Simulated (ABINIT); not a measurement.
**Li3TeF (Pm-3m): zone-centre phonons**

Which modes does Li3TeF (Pm-3m) have at the zone centre?

Main program and level: ABINIT 10.8.3; DFT LDA, scalar-relativistic, plane waves, PseudoDojo norm-conserving pseudopotentials.

The structure was built from a prototype and need not be the compound's stable phase.

## 1. Set-up

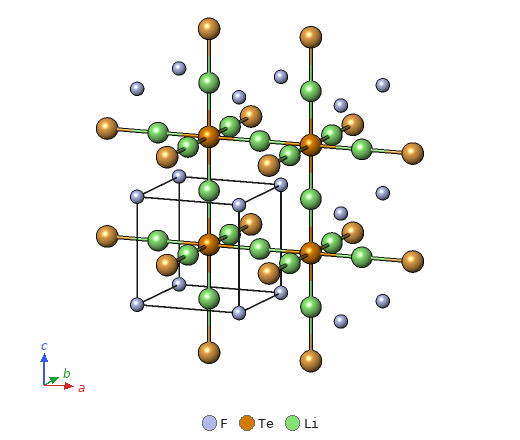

The cell as given, slightly off an axis (fluorine light blue, tellurium orange, lithium green). 2×1×2 cells are drawn. Some periodic images of atoms are drawn too.

## 2. A probe with smearing

A first run with smearing and empty bands tells whether the crystal has a gap, which decides between fixed occupations and smearing later on.

Contents of probe.abi:

```
# ground state
tolvrs 1.0d-08
prtden 1
prtwf 1

# basis, mesh and filling
ecut 34.0
ngkpt 4 4 4
nshiftk 1
shiftk 0.0 0.0 0.0
istwfk *1
occopt 7
tsmear 0.005
nband 24
nstep 100
diemac 9.0
prtebands 0
prtgsr 0
useylm 1

# cell and atoms
acell 3*1.0 Angstrom
rprim 
    5.643 0.0 0.0
    0.0 5.643 0.0
    0.0 0.0 5.643
ntypat 3
znucl 9 52 3
natom 5
typat 1 2 3 3 3
xred 
    0.0 0.0 0.0
    0.5 0.5 0.5
    0.5 0.5 0.0
    0.5 0.0 0.5
    0.0 0.5 0.5
pp_dirpath "./pseudo"
pseudos "F.upf, Te.upf, Li.upf"
```

Run with:

```sh
$ OMP_NUM_THREADS=1 mpirun -n 4 abinit probe.abi > probe.log
```

Numbers of over 12 decimals in the logs are rounded to 6 here.

probe.abo, the main output file:

```text
[banners, grids, parts of the stress and lines that vanish by symmetry left out]
- input  file    -> probe.abi
- output file    -> probe.abo
- root for input  files -> probei
[...]
Symmetries : space group Pm -3 m (#221); Bravais cP (primitive cubic)
[...]
mpw =       11536          nfft =      216000          nkpt =          10
[...]
== DATASET  1 ==================================================================
[...]
cutoff_energies: {ecut:  34.0, pawecutdg:  -1.0, }
[...]
ETOT  1  -150.12431072348    -1.501E+02 7.388E-01 6.169E+02
 ETOT  2  -150.39323725451    -2.689E-01 3.378E-03 7.136E+02
 ETOT  3  -150.58169829113    -1.885E-01 4.139E-03 3.684E+02
 ETOT  4  -150.61197878768    -3.028E-02 2.344E-04 1.606E+02
 ETOT  5  -150.63184776274    -1.987E-02 6.008E-04 4.817E+00
[...]
ETOT 11  -150.63254741570    -5.495E-09 4.408E-05 6.327E-07
 ETOT 12  -150.63254741579    -8.637E-11 7.027E-06 8.629E-09
 At SCF step   12       vres2   =  8.63E-09 < tolvrs=  1.00E-08 =>converged.
[...]
sigma(1 1)=  1.35230919E-04  sigma(3 2)=  0.00000000E+00
  sigma(2 2)=  1.35230919E-04  sigma(3 1)=  0.00000000E+00
  sigma(3 3)=  1.35230919E-04  sigma(2 1)=  0.00000000E+00
[...]
convergence: {deltae: -8.637E-11, res2:  8.629E-09, residm:  7.027E-06, diffor: null, }
etotal    :  -1.50632547E+02
[...]
sigma(1 1)=  1.35230919E-04  sigma(3 2)=  0.00000000E+00
  sigma(2 2)=  1.35230919E-04  sigma(3 1)=  0.00000000E+00
  sigma(3 3)=  1.35230919E-04  sigma(2 1)=  0.00000000E+00
[...]
- sigma(1 1)=  3.97863101E+00  sigma(3 2)=  0.00000000E+00
- sigma(2 2)=  3.97863101E+00  sigma(3 1)=  0.00000000E+00
- sigma(3 3)=  3.97863101E+00  sigma(2 1)=  0.00000000E+00
[...]
fcart     -0.0000000000E+00 -0.0000000000E+00 -0.0000000000E+00
           strten      1.3523091939E-04  1.3523091939E-04  1.3523091939E-04
================================================================================

[key lines of the parts left out:]
pressure_GPa:  -3.9786E+00
```

Wall time 2.6 min (4 MPI ranks of Intel Xeon at 2.50GHz (Skylake/Cascade Lake), shared host).

Read from the output:

```yaml
volume_per_atom: 35.94 Å³
pressure: -3.979 GPa
gap_on_the_k_mesh: 2.119 eV
```

A gap of 2.1 eV opens on this mesh, so the crystal is taken as an insulator; the printed pressure holds the stress of the finite basis too.

## 3. Rough relaxation

The typed start is rough, so a first relaxation with smearing and loose thresholds takes it towards rest cheaply.

Contents of prerelax.abi:

```
# relaxation
ionmov 2
optcell 2
dilatmx 1.15
chkdilatmx 0
ntime 40
tolmxf 3.0d-04
tolvrs 1.0d-10
prtwf 0
prtden 0
chksymtnons 0

# basis, mesh and filling
ecut 34.0
ecutsm 3.0
ngkpt 4 4 4
nshiftk 1
shiftk 0.0 0.0 0.0
istwfk *1
occopt 7
tsmear 0.005
nband 24
nstep 100
diemac 9.0
prtebands 0
prtgsr 0
useylm 1

# cell and atoms
acell 3*1.0 Angstrom
rprim 
    5.643 0.0 0.0
    0.0 5.643 0.0
    0.0 0.0 5.643
ntypat 3
znucl 9 52 3
natom 5
typat 1 2 3 3 3
xred 
    0.0 0.0 0.0
    0.5 0.5 0.5
    0.5 0.5 0.0
    0.5 0.0 0.5
    0.0 0.5 0.5
pp_dirpath "./pseudo"
pseudos "F.upf, Te.upf, Li.upf"
```

Run with:

```sh
$ OMP_NUM_THREADS=1 mpirun -n 4 abinit prerelax.abi > prerelax.log
```

prerelax.abo, the main output file:

```text
[banners, grids, parts of the stress and lines that vanish by symmetry left out]
- input  file    -> prerelax.abi
- output file    -> prerelax.abo
- root for input  files -> prerelaxi
[...]
Symmetries : space group Pm -3 m (#221); Bravais cP (primitive cubic)
[...]
mpw =       17592          nfft =      373248          nkpt =          10
[...]
== DATASET  1 ==================================================================
[...]
cutoff_energies: {ecut:  34.0, pawecutdg:  -1.0, }
[...]
ETOT  1  -150.04634019837    -1.500E+02 8.389E-01 9.740E+02
 ETOT  2  -150.46369036594    -4.174E-01 3.389E-03 7.986E+02
 ETOT  3  -150.58320003165    -1.195E-01 3.059E-03 5.714E+02
 ETOT  4  -150.61376824883    -3.057E-02 6.117E-04 2.200E+02
 ETOT  5  -150.63041491565    -1.665E-02 6.009E-04 1.523E+00
[...]
At SCF step   14       vres2   =  2.39E-13 < tolvrs=  1.00E-10 =>converged.
[...]
ETOT 11  -150.65876554601    -1.140E-11 6.784E-14 8.242E-11
 At SCF step   11       vres2   =  8.24E-11 < tolvrs=  1.00E-10 =>converged.
[...]
sigma(1 1)= -1.21875420E-06  sigma(3 2)=  0.00000000E+00
  sigma(2 2)= -1.21875420E-06  sigma(3 1)=  0.00000000E+00
  sigma(3 3)= -1.21875420E-06  sigma(2 1)=  0.00000000E+00
[...]
convergence: {deltae: -1.140E-11, res2:  8.242E-11, residm:  6.784E-14, diffor: null, }
etotal    :  -1.50658766E+02
[...]
At Broyd/MD step   6, gradients are converged :
[...]
sigma(1 1)= -1.21875420E-06  sigma(3 2)=  0.00000000E+00
  sigma(2 2)= -1.21875420E-06  sigma(3 1)=  0.00000000E+00
  sigma(3 3)= -1.21875420E-06  sigma(2 1)=  0.00000000E+00
[...]
- sigma(1 1)= -3.58569867E-02  sigma(3 2)=  0.00000000E+00
- sigma(2 2)= -3.58569867E-02  sigma(3 1)=  0.00000000E+00
- sigma(3 3)= -3.58569867E-02  sigma(2 1)=  0.00000000E+00
[...]
fcart     -0.0000000000E+00 -0.0000000000E+00 -0.0000000000E+00
           strten     -1.2187542047E-06 -1.2187542047E-06 -1.2187542047E-06
================================================================================

[key lines of the parts left out:]
pressure_GPa:   3.5857E-02
Total energy (etotal) [Ha]= -1.50658765546009E+02
```

Elapsed: 18 min, on 4 MPI ranks; 64 min of CPU time.

The steps of the relaxation:

| step | energy less that of the first step (eV) | largest force (eV/Å) | volume (Å³) |
| --- | --- | --- | --- |
| 1 | 0.0000 | 0.0000 | 179.69 |
| 2 | -0.0407 | 0.0000 | 177.80 |
| 3 | -0.3431 | 0.0000 | 101.23 |
| 4 | -0.7146 | 0.0000 | 137.58 |
| 5 | -0.7661 | 0.0000 | 128.64 |
| 6 | -0.7689 | 0.0000 | 125.93 |

| conventional cell, symmetrised | before | after | change |
| --- | --- | --- | --- |
| a (Å) | 5.643 | 5.012 | -11.2 % |
| b (Å) | 5.643 | 5.012 | -11.2 % |
| c (Å) | 5.643 | 5.012 | -11.2 % |
| volume (Å³/atom) | 35.94 | 25.19 | -29.9 % |

Final coordinates:

```xyz
5
Lattice="5.0123 0.0000 0.0000 0.0000 5.0123 0.0000 0.0000 0.0000 5.0123" Properties=species:S:1:pos:R:3 pbc="T T T"
F     0.0000    0.0000    0.0000
Te    2.5062    2.5062    2.5062
Li    2.5062    2.5062    0.0000
Li    2.5062    0.0000    2.5062
Li    0.0000    2.5062    2.5062
```

Numbers from this step:

| Property | Result |
| --- | --- |
| volume per atom | 25.19 Å³ |
| pressure | 0.03586 GPa |
| gap on the k-mesh | 3.096 eV |

The volume changes by -29.9 % in this run and stands -29.9 % from the first cell.

## 4. Rough relaxation

The cell changed much, so the rough relaxation is repeated on a basis made for the new cell.

Edit prerelax.abi of step 3 so:

```diff
@@ -31,5 +31,5 @@
 rprim 
-    5.643 0.0 0.0
-    0.0 5.643 0.0
-    0.0 0.0 5.643
+    5.012348847 0.0 0.0
+    0.0 5.012348847 0.0
+    0.0 0.0 5.012348847
 ntypat 3
```

prerelax.abo, the main output file:

```text
[banners, grids, parts of the stress and lines that vanish by symmetry left out]
- input  file    -> prerelax.abi
- output file    -> prerelax.abo
- root for input  files -> prerelaxi
[...]
Symmetries : space group Pm -3 m (#221); Bravais cP (primitive cubic)
[...]
mpw =       12260          nfft =      216000          nkpt =          10
[...]
== DATASET  1 ==================================================================
[...]
cutoff_energies: {ecut:  34.0, pawecutdg:  -1.0, }
[...]
ETOT  1  -150.38427341579    -1.504E+02 2.024E-01 7.107E+02
 ETOT  2  -150.18026568409     2.040E-01 5.122E-03 2.412E+03
 ETOT  3  -150.62810689678    -4.478E-01 6.276E-03 2.739E+02
 ETOT  4  -150.64905764652    -2.095E-02 7.405E-04 9.519E+01
 ETOT  5  -150.65605108848    -6.993E-03 3.756E-04 2.302E+01
[...]
ETOT 12  -150.65876553290     3.297E-12 3.083E-05 4.724E-10
 ETOT 13  -150.65876553291    -1.339E-11 1.817E-05 1.001E-12
 At SCF step   13       vres2   =  1.00E-12 < tolvrs=  1.00E-10 =>converged.
[...]
sigma(1 1)= -1.21883073E-06  sigma(3 2)=  0.00000000E+00
  sigma(2 2)= -1.21883073E-06  sigma(3 1)=  0.00000000E+00
  sigma(3 3)= -1.21883073E-06  sigma(2 1)=  0.00000000E+00
[...]
convergence: {deltae: -1.339E-11, res2:  1.001E-12, residm:  1.817E-05, diffor: null, }
etotal    :  -1.50658766E+02
[...]
At Broyd/MD step   1, gradients are converged :
[...]
sigma(1 1)= -1.21883073E-06  sigma(3 2)=  0.00000000E+00
  sigma(2 2)= -1.21883073E-06  sigma(3 1)=  0.00000000E+00
  sigma(3 3)= -1.21883073E-06  sigma(2 1)=  0.00000000E+00
[...]
- sigma(1 1)= -3.58592381E-02  sigma(3 2)=  0.00000000E+00
- sigma(2 2)= -3.58592381E-02  sigma(3 1)=  0.00000000E+00
- sigma(3 3)= -3.58592381E-02  sigma(2 1)=  0.00000000E+00
[...]
fcart     -0.0000000000E+00 -0.0000000000E+00 -0.0000000000E+00
           strten     -1.2188307310E-06 -1.2188307310E-06 -1.2188307310E-06
================================================================================

[key lines of the parts left out:]
pressure_GPa:   3.5859E-02
Total energy (etotal) [Ha]= -1.50658765532914E+02
```

Elapsed: 1.9 min, on 4 MPI ranks.

Little changed from the start: no atom moved by 0.005 Å and no cell edge by 0.1 %.

The volume changes by +0.0 % in this run and stands -29.9 % from the first cell.

## 5. Relaxing the cell and atoms

The harmonic expansion needs vanishing forces, and a free crystal bears no stress, so cell and atoms are brought to rest. Stress is more sensitive to the basis than forces are: the last 3 Ha under the cutoff are smoothed with ecutsm, and the cutoff is raised above that of the later runs.

Contents of relax.abi:

```
# relaxation
ionmov 2
optcell 2
dilatmx 1.08
ntime 40
tolmxf 1.0d-05
tolvrs 1.0d-14
prtwf 0
prtden 0
chksymtnons 0

# basis, mesh and filling
ecut 42.0
ecutsm 3.0
ngkpt 4 4 4
nshiftk 1
shiftk 0.0 0.0 0.0
istwfk *1
occopt 1
nband 16
nstep 100
diemac 9.0
prtebands 0
prtgsr 0
useylm 1

# cell and atoms
acell 3*1.0 Angstrom
rprim 
    5.01234885 0.0 0.0
    0.0 5.01234885 0.0
    0.0 0.0 5.01234885
ntypat 3
znucl 9 52 3
natom 5
typat 1 2 3 3 3
xred 
    0.0 0.0 0.0
    0.5 0.5 0.5
    0.5 0.5 0.0
    0.5 0.0 0.5
    0.0 0.5 0.5
pp_dirpath "./pseudo"
pseudos "F.upf, Te.upf, Li.upf"
```

Run with:

```sh
$ OMP_NUM_THREADS=1 mpirun -n 4 abinit relax.abi > relax.log
```

relax.abo, the main output file:

```text
[banners, grids, parts of the stress and lines that vanish by symmetry left out]
- input  file    -> relax.abi
- output file    -> relax.abo
- root for input  files -> relaxi
[...]
Symmetries : space group Pm -3 m (#221); Bravais cP (primitive cubic)
[...]
mpw =       13949          nfft =      216000          nkpt =          10
[...]
== DATASET  1 ==================================================================
[...]
cutoff_energies: {ecut:  42.0, pawecutdg:  -1.0, }
[...]
ETOT  1  -147.77467416780    -1.478E+02 1.072E+00 8.120E+03
 ETOT  2  -149.20971504748    -1.435E+00 1.199E-01 1.239E+04
 ETOT  3  -150.35803750107    -1.148E+00 1.466E-03 3.690E+03
 ETOT  4  -150.47609494482    -1.181E-01 1.827E-03 2.057E+03
 ETOT  5  -150.61436513828    -1.383E-01 4.237E-04 5.292E+02
[...]
At SCF step   23       vres2   =  4.35E-16 < tolvrs=  1.00E-14 =>converged.
[...]
sigma(1 1)= -1.13999466E-06  sigma(3 2)=  0.00000000E+00
  sigma(2 2)= -1.13999466E-06  sigma(3 1)=  0.00000000E+00
  sigma(3 3)= -1.13999466E-06  sigma(2 1)=  0.00000000E+00
[...]
convergence: {deltae: -3.212E-12, res2:  4.346E-16, residm:  1.291E-19, diffor: null, }
etotal    :  -1.50662390E+02
[...]
ETOT  1  -150.66238917638    -1.507E+02 1.324E-10 7.567E-03
[...]
At SCF step   11       vres2   =  4.22E-15 < tolvrs=  1.00E-14 =>converged.
[...]
sigma(1 1)= -1.07181879E-06  sigma(3 2)=  0.00000000E+00
  sigma(2 2)= -1.07181879E-06  sigma(3 1)=  0.00000000E+00
  sigma(3 3)= -1.07181879E-06  sigma(2 1)=  0.00000000E+00
[...]
convergence: {deltae: -1.324E-11, res2:  4.221E-15, residm:  2.368E-17, diffor: null, }
etotal    :  -1.50662390E+02
[...]
ETOT  1  -150.66217577185    -1.507E+02 3.487E-08 1.886E+00
[...]
ETOT 14  -150.66239077107     1.194E-11 2.813E-18 8.434E-14
 ETOT 15  -150.66239077108    -5.002E-12 3.920E-19 5.998E-15
 At SCF step   15       vres2   =  6.00E-15 < tolvrs=  1.00E-14 =>converged.
[...]
sigma(1 1)= -1.96434606E-09  sigma(3 2)=  0.00000000E+00
  sigma(2 2)= -1.96434606E-09  sigma(3 1)=  0.00000000E+00
  sigma(3 3)= -1.96434606E-09  sigma(2 1)=  0.00000000E+00
[...]
convergence: {deltae: -5.002E-12, res2:  5.998E-15, residm:  3.920E-19, diffor: null, }
etotal    :  -1.50662391E+02
[...]
At Broyd/MD step   3, gradients are converged :
[...]
sigma(1 1)= -1.96434606E-09  sigma(3 2)=  0.00000000E+00
  sigma(2 2)= -1.96434606E-09  sigma(3 1)=  0.00000000E+00
  sigma(3 3)= -1.96434606E-09  sigma(2 1)=  0.00000000E+00
[...]
- sigma(1 1)= -5.77930563E-05  sigma(3 2)=  0.00000000E+00
- sigma(2 2)= -5.77930563E-05  sigma(3 1)=  0.00000000E+00
- sigma(3 3)= -5.77930564E-05  sigma(2 1)=  0.00000000E+00
[...]
fcart     -0.0000000000E+00 -0.0000000000E+00 -0.0000000000E+00
           strten     -1.9643460569E-09 -1.9643460582E-09 -1.9643460595E-09
================================================================================

[key lines of the parts left out:]
pressure_GPa:   5.7793E-05
Total energy (etotal) [Ha]= -1.50662390771078E+02
```

The job ended after 4.6 min (4 MPI ranks).

Little changed from the start: no atom moved by 0.005 Å and no cell edge by 0.1 %.

Numbers from this step:

- volume per atom: 25.23 Å³
- pressure: 5.78e-5 GPa

The volume changes by +0.2 % in this run and stands -29.8 % from the first cell.

## 6. Self-consistent run for the response

First-order wavefunctions inherit every error of the ground state, hence the very tight tolvrs.

Contents of gs.abi:

```
# ground state
tolvrs 1.0d-16
prtden 1
prtwf 1

# basis, mesh and filling
ecut 34.0
ngkpt 4 4 4
nshiftk 1
shiftk 0.0 0.0 0.0
istwfk *1
occopt 1
nband 16
nstep 100
diemac 9.0
prtebands 0
prtgsr 0
useylm 1

# cell and atoms
acell 3*1.0 Angstrom
rprim 
    5.015219889 0.0 0.0
    0.0 5.015219889 0.0
    0.0 0.0 5.015219889
ntypat 3
znucl 9 52 3
natom 5
typat 1 2 3 3 3
xred 
    0.0 0.0 0.0
    0.5 0.5 0.5
    0.5 0.5 0.0
    0.5 0.0 0.5
    0.0 0.5 0.5
pp_dirpath "./pseudo"
pseudos "F.upf, Te.upf, Li.upf"
```

Run with:

```sh
$ OMP_NUM_THREADS=1 mpirun -n 4 abinit gs.abi > gs.log
```

gs.abo, the main output file:

```text
[banners, grids, parts of the stress and lines that vanish by symmetry left out]
- input  file    -> gs.abi
- output file    -> gs.abo
- root for input  files -> gsi
[...]
Symmetries : space group Pm -3 m (#221); Bravais cP (primitive cubic)
[...]
mpw =        8121          nfft =      125000          nkpt =          10
[...]
== DATASET  1 ==================================================================
[...]
cutoff_energies: {ecut:  34.0, pawecutdg:  -1.0, }
[...]
ETOT  1  -148.48068251660    -1.485E+02 9.569E-01 3.337E+03
 ETOT  2  -149.54390208948    -1.063E+00 6.010E-02 5.560E+03
 ETOT  3  -150.42469369060    -8.808E-01 9.789E-04 1.680E+03
 ETOT  4  -150.51658438719    -9.189E-02 2.202E-04 9.204E+02
 ETOT  5  -150.63973937147    -1.232E-01 6.252E-04 1.432E+02
[...]
ETOT 22  -150.66084346451    -4.235E-12 4.862E-20 2.322E-16
 ETOT 23  -150.66084346451    -3.553E-12 5.526E-21 1.722E-17
 At SCF step   23       vres2   =  1.72E-17 < tolvrs=  1.00E-16 =>converged.
[...]
sigma(1 1)=  2.46671072E-05  sigma(3 2)=  0.00000000E+00
  sigma(2 2)=  2.46671072E-05  sigma(3 1)=  0.00000000E+00
  sigma(3 3)=  2.46671072E-05  sigma(2 1)=  0.00000000E+00
[...]
convergence: {deltae: -3.553E-12, res2:  1.722E-17, residm:  5.526E-21, diffor: null, }
etotal    :  -1.50660843E+02
[...]
sigma(1 1)=  2.46671072E-05  sigma(3 2)=  0.00000000E+00
  sigma(2 2)=  2.46671072E-05  sigma(3 1)=  0.00000000E+00
  sigma(3 3)=  2.46671072E-05  sigma(2 1)=  0.00000000E+00
[...]
- sigma(1 1)=  7.25731350E-01  sigma(3 2)=  0.00000000E+00
- sigma(2 2)=  7.25731350E-01  sigma(3 1)=  0.00000000E+00
- sigma(3 3)=  7.25731350E-01  sigma(2 1)=  0.00000000E+00
[...]
fcart     -0.0000000000E+00 -0.0000000000E+00 -0.0000000000E+00
           strten      2.4667107207E-05  2.4667107207E-05  2.4667107207E-05
================================================================================

[key lines of the parts left out:]
pressure_GPa:  -7.2573E-01
```

It took 69 s on 4 MPI ranks; 4.6 min of CPU time.

This step gave:

- pressure: -0.7257 GPa

The cell stands at -0.73 GPa: the relaxation ran with a smoothed and higher cutoff, and the difference is a stress of the finite basis.

## 7. The gap at rest

Empty bands on the ground state's density check that the gap assumed so far is there in this cell.

Contents of gap.abi:

```
# empty bands on the ground state's density
iscf -2
getden_filepath "gso_DEN"
tolwfr 1.0d-12
nbdbuf 2
prtwf 0

# basis, mesh and filling
ecut 34.0
ngkpt 4 4 4
nshiftk 1
shiftk 0.0 0.0 0.0
istwfk *1
occopt 1
nband 20
nstep 100
diemac 9.0
prtebands 0
prtgsr 0
useylm 1

# cell and atoms
acell 3*1.0 Angstrom
rprim 
    5.015219889 0.0 0.0
    0.0 5.015219889 0.0
    0.0 0.0 5.015219889
ntypat 3
znucl 9 52 3
natom 5
typat 1 2 3 3 3
xred 
    0.0 0.0 0.0
    0.5 0.5 0.5
    0.5 0.5 0.0
    0.5 0.0 0.5
    0.0 0.5 0.5
pp_dirpath "./pseudo"
pseudos "F.upf, Te.upf, Li.upf"
```

Run with:

```sh
$ OMP_NUM_THREADS=1 mpirun -n 4 abinit gap.abi > gap.log
```

gap.abo, the main output file:

```text
[banners, grids, parts of the stress and lines that vanish by symmetry left out]
- input  file    -> gap.abi
- output file    -> gap.abo
- root for input  files -> gapi
[...]
Symmetries : space group Pm -3 m (#221); Bravais cP (primitive cubic)
[...]
mpw =        8121          nfft =      125000          nkpt =          10
[...]
== DATASET  1 ==================================================================
[...]
cutoff_energies: {ecut:  34.0, pawecutdg:  -1.0, }
[...]
-outvars: echo values of variables after computation
            acell      1.8897261259E+00  1.8897261259E+00  1.8897261259E+00 Bohr
================================================================================
```

Elapsed: 28 s, on 4 MPI ranks; 1.8 min of CPU time.

This step gave:

- gap on the k-mesh: 3.090 eV

In this cell the gap on the mesh is 3.1 eV, indirect (smallest direct 3.2 eV), so fixed occupations hold.

(Part 1 of 2 ends here.)

[Host names and launcher messages were left out of these logs when they were recorded.]

[Logs are printed without paths, hosts, clocks, repeated set-up lines and the standing remarks that a program may print on its own settings, such as how far it seeks lower states.]

[Hosts, paths, dates, database ids (printed as entryN), source tags and the programs' standing remarks are cut or masked in the printed files.]
